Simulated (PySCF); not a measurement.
**Two runs on C3H5SSi**

System: C3H5SSi, charge −1.
Method of run 1: GIAO PBE0/pcSseg-1 NMR shielding, non-relativistic, IEF-PCM water (PySCF 2.14.0).

The geometry comes from this level: PBE0-D3(BJ)/def2-SVP. Text and figures count atoms from 1; the logs count them from 0 in places.

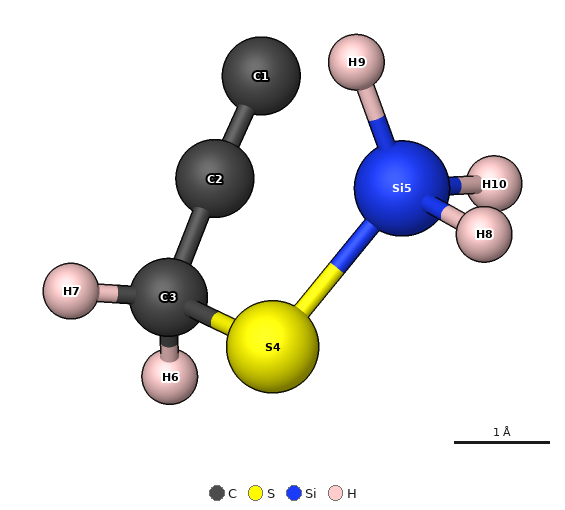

Figure 1. The structure as given in the input (ball-and-stick view, seen at a tilt; atoms are numbered from 1 in the order of the input).

## The input, run 1
```
{"job": {"kind": "nmr", "xc": "PBE0", "basis": "pcSseg-1", "solvent": "water", "pop": false}, "charge": -1, "multiplicity": 1}
C     -1.652518     1.378007     0.318471
C     -1.383034     0.154725     0.272565
C     -0.970527    -1.233120     0.200167
S      0.860074    -1.311866    -0.169902
Si     1.196080     0.814166    -0.271220
H     -1.475826    -1.802628    -0.601274
H     -1.122395    -1.788698     1.143652
H      2.688612     0.684134    -0.580527
H      1.188939     1.587670     1.001747
H      0.676250     1.551952    -1.456316
```

The first line tells a small driver script what to run in PySCF; the rest is the geometry in Å.

Launched with:
```bash
OMP_NUM_THREADS=1 python <driver script> task.json out
```

Hardware: 1 CPU thread, shared host.

## Output (run 1)
```
coarse grid: 9608 points
cycle   1  E = -804.4922546074  dE =  1.870e-01  |g| = 4.451e-01  |ddm| = 3.026e+00
cycle   2  E = -804.4763096403  dE =  1.594e-02  |g| = 5.131e-01  |ddm| = 2.519e+00
cycle   3  E = -804.5525029610  dE = -7.619e-02  |g| = 1.293e-01  |ddm| = 1.465e+00
cycle   4  E = -804.5565228877  dE = -4.020e-03  |g| = 3.860e-02  |ddm| = 1.563e-01
cycle   5  E = -804.5568846781  dE = -3.618e-04  |g| = 8.308e-03  |ddm| = 4.266e-02
cycle   6  E = -804.5569019454  dE = -1.727e-05  |g| = 2.171e-03  |ddm| = 1.264e-02
cycle   7  E = -804.5569030295  dE = -1.084e-06  |g| = 4.299e-04  |ddm| = 4.302e-03
final grid: 84160 points
cycle   8  E = -804.5894681853  dE = -1.138e-05  |g| = 5.960e-03  |ddm| = 2.489e-02
cycle   9  E = -804.5894637023  dE =  4.483e-06  |g| = 7.238e-03  |ddm| = 1.835e-02
cycle  10  E = -804.5894775134  dE = -1.381e-05  |g| = 5.688e-04  |ddm| = 8.403e-03
cycle  11  E = -804.5894775850  dE = -7.158e-08  |g| = 2.478e-04  |ddm| = 9.694e-04
cycle  12  E = -804.5894776002  dE = -1.523e-08  |g| = 4.705e-05  |ddm| = 3.639e-04
cycle  13  E = -804.5894776008  dE = -5.480e-10  |g| = 1.447e-05  |ddm| = 1.025e-04
converged SCF energy = -804.5894776008

GIAO shielding tensors (ppm)
atom      isotropic    diamagn.    paramagn.     s11        s22        s33       span
  0 C       11.093     284.954    -273.861    -93.883    -90.186    217.348    311.230
  1 C       72.976     265.939    -192.964    -40.198    -14.471    273.596    313.794
  2 C      162.999     249.621     -86.622    146.435    165.744    176.817     30.382
  3 S      616.980    1058.396    -441.416    326.436    594.482    930.022    603.585
  4 Si     449.107     877.172    -428.065    342.853    496.303    508.165    165.312
  5 H       27.937      28.529      -0.592     21.817     26.691     35.303     13.486
  6 H       27.937      28.543      -0.606     21.828     26.683     35.299     13.470
  7 H       27.181      28.215      -1.035     24.436     24.763     32.343      7.907
  8 H       26.449      29.344      -2.895     22.679     24.379     32.288      9.609
  9 H       26.445      29.326      -2.881     22.671     24.376     32.288      9.617
```

The input of run 2 differs as follows (lines with − go, lines with + come):
```diff
-"solvent": "water"
-"pop": false
+"solvent": "cyclohexane"
+"pop": true
```

What does this change do to the results?

The total energy of run 2 is 29.8 kcal/mol higher: the change of the electrostatic solvation energy at this fixed geometry, without cavity or dispersion terms. The HOMO goes from −6.25 to −3.96 eV. The LUMO goes from 0.23 to 2.11 eV. Of all shieldings, the largest change is that of S4, by −19.7 ppm. The number of SCF iterations is the same.

## Output (run 2)
```
coarse grid: 9608 points
cycle   1  E = -804.4378887479  dE =  2.411e-01  |g| = 4.616e-01  |ddm| = 3.028e+00
cycle   2  E = -804.3998826828  dE =  3.801e-02  |g| = 5.860e-01  |ddm| = 2.819e+00
cycle   3  E = -804.5026201341  dE = -1.027e-01  |g| = 1.582e-01  |ddm| = 1.841e+00
cycle   4  E = -804.5088048985  dE = -6.185e-03  |g| = 4.495e-02  |ddm| = 1.785e-01
cycle   5  E = -804.5092805683  dE = -4.757e-04  |g| = 1.207e-02  |ddm| = 4.891e-02
cycle   6  E = -804.5093191759  dE = -3.861e-05  |g| = 2.657e-03  |ddm| = 1.849e-02
cycle   7  E = -804.5093207669  dE = -1.591e-06  |g| = 6.531e-04  |ddm| = 3.883e-03
final grid: 84160 points
cycle   8  E = -804.5419328405  dE = -1.141e-05  |g| = 5.730e-03  |ddm| = 2.523e-02
cycle   9  E = -804.5419270937  dE =  5.747e-06  |g| = 7.302e-03  |ddm| = 1.808e-02
cycle  10  E = -804.5419414775  dE = -1.438e-05  |g| = 7.500e-04  |ddm| = 8.920e-03
cycle  11  E = -804.5419416081  dE = -1.306e-07  |g| = 2.799e-04  |ddm| = 1.173e-03
cycle  12  E = -804.5419416286  dE = -2.049e-08  |g| = 4.266e-05  |ddm| = 4.003e-04
cycle  13  E = -804.5419416291  dE = -4.818e-10  |g| = 1.491e-05  |ddm| = 9.482e-05
converged SCF energy = -804.5419416291

GIAO shielding tensors (ppm)
atom      isotropic    diamagn.    paramagn.     s11        s22        s33       span
  0 C       -2.585     281.795    -284.380   -114.100   -105.470    211.816    325.917
  1 C       77.164     265.918    -188.754    -36.511     -2.254    270.257    306.767
  2 C      161.975     249.126     -87.151    146.739    163.419    175.768     29.030
  3 S      597.248    1058.446    -461.198    273.687    591.569    926.489    652.802
  4 Si     453.268     876.889    -423.620    342.563    503.348    513.894    171.331
  5 H       28.111      29.013      -0.902     22.124     26.933     35.275     13.150
  6 H       28.109      29.022      -0.913     22.137     26.923     35.268     13.131
  7 H       27.335      28.285      -0.950     24.818     24.910     32.275      7.457
  8 H       26.378      29.171      -2.793     22.557     24.322     32.255      9.698
  9 H       26.378      29.160      -2.782     22.553     24.324     32.257      9.704
```

## The two runs side by side

| quantity | run 1 | run 2 |
| --- | --- | --- |
| outcome | converged | converged |
| total energy (hartree) | −804.589478 | −804.541942 |
| HOMO (eV) | −6.25 | −3.96 |
| LUMO (eV) | 0.23 | 2.11 |
| shielding of C1 (ppm) | 11.1 | −2.6 |
| shielding of C2 (ppm) | 73.0 | 77.2 |
| shielding of C3 (ppm) | 163.0 | 162.0 |
| shielding of S4 (ppm) | 617.0 | 597.2 |
| shielding of Si5 (ppm) | 449.1 | 453.3 |
| shielding of H6 (ppm) | 27.9 | 28.1 |
| shielding of H7 (ppm) | 27.9 | 28.1 |
| SCF iterations | 13 | 13 |
| basis functions | 124 | 124 |
| wall time (shared host) | 14 s | 17 s |
